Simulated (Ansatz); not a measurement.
C$_{2}$HAlF (charge −1)

Input file:

```
crystal:
  periodic: [false, false, false]
  atoms:
    - {symbol: C, position_ang: [0.146933, -0.994095, -0.619069]}
    - {symbol: C, position_ang: [1.015175, -0.285158, -0.109488]}
    - {symbol: Al, position_ang: [-1.294469, -2.385024, -1.104530]}
    - {symbol: F, position_ang: [-1.646081, -1.825638, -2.734323]}
    - {symbol: H, position_ang: [1.773482, 0.338910, 0.327279]}
basis:
  gaussian: {orbitals: def2-TZVPD}
output: {forces: true, orbitals: {seedname: orbitals}}
total_charge: -1
hamiltonian: {xc: pbe0}
```

Run with:

```sh
ansatz run input.yaml --threads 1 --pin off --max-ram 2610MiB --events-out events.jsonl --progress --plain --runs-dir runs
```

Geometry: PBE0-D3(BJ)/def2-SVPD.

All numbers below come from isolated molecule in a Gaussian basis; Kohn-Sham density functional theory, functional PBE0 in Ansatz 0.2.0.

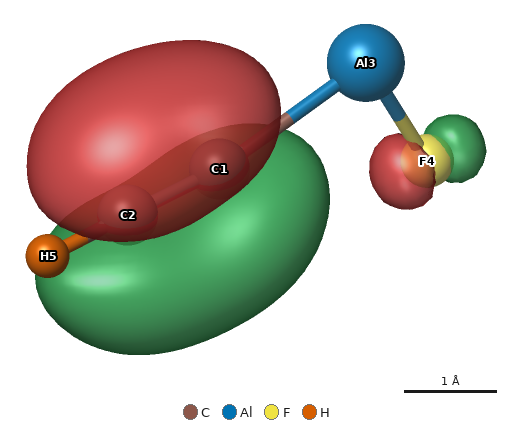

Figure 1. The HOMO−1 at ±0.1 Å⁻³ᐟ² (green and red are the two phases), seen at a tilt.

Where does this orbital lie, and at what energy?

Answer. Its weight (Hirshfeld) is mainly on C2 (about 50 %) and C1 (about 45 %); it is symmetric in the molecular plane (an in-plane orbital: σ, lone-pair or in-plane π type). Its energy is −3.38 eV.

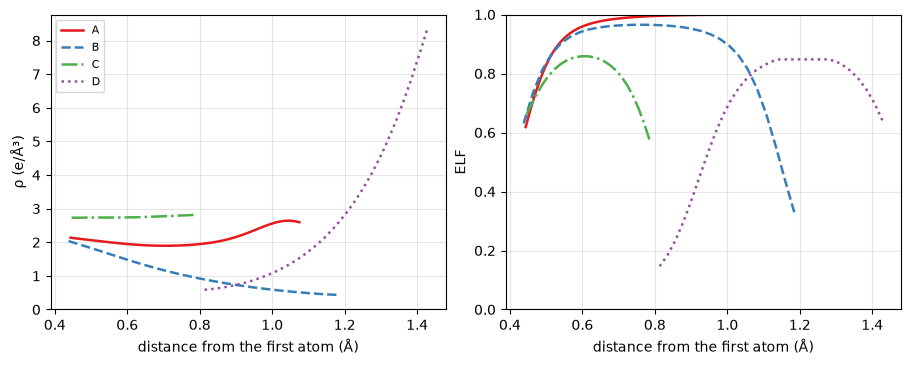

Figure 2. Electron density and electron localisation function along straight lines between neighbouring atoms. The curves leave out the atomic cores.

Which curve belongs to which contact (Al–F, C–Al, C–C and C–H)? The first atom named is at distance zero.

Answer. Curve A: C–H (1.07 Å): the density is about 2 e/Å³ at the midpoint; the ELF climbs to about 1 towards the hydrogen, as it does in any bond to H (a covalent bond by its length). Curve B: C–Al (2.06 Å): ρ at the midpoint is about 0.55 e/Å³; the ELF peaks at about 0.95 in the valence shell of C, 0.8 Å from its nucleus, and is about 0.85 at the midpoint. Curve C: C–C (1.23 Å): the density is about 2.7 e/Å³ at the midpoint; the ELF peaks at about 0.85 between the atoms (a short, multiple covalent bond). Curve D: Al–F (1.76 Å): ρ at the midpoint is about 0.68 e/Å³; the ELF peaks at about 0.85 in the valence shell of F, 0.6 Å from its nucleus, and is about 0.30 at the midpoint.

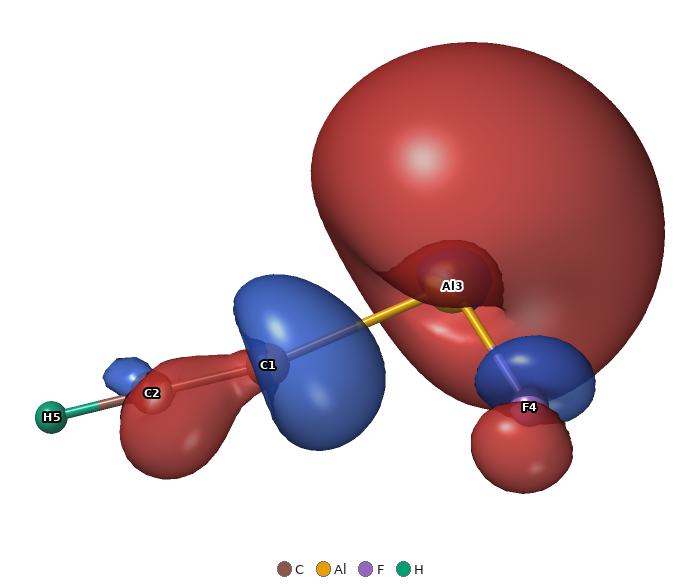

Figure 3. The HOMO at ±0.08 Å⁻³ᐟ² (blue and red are the two phases), seen at a tilt.

Describe this orbital and give its energy.

Answer. Its weight (Hirshfeld) is mainly on Al3 (about 85 %) and C1 (about 10 %); it is symmetric in the molecular plane (an in-plane orbital: σ, lone-pair or in-plane π type). Its energy is −0.27 eV.
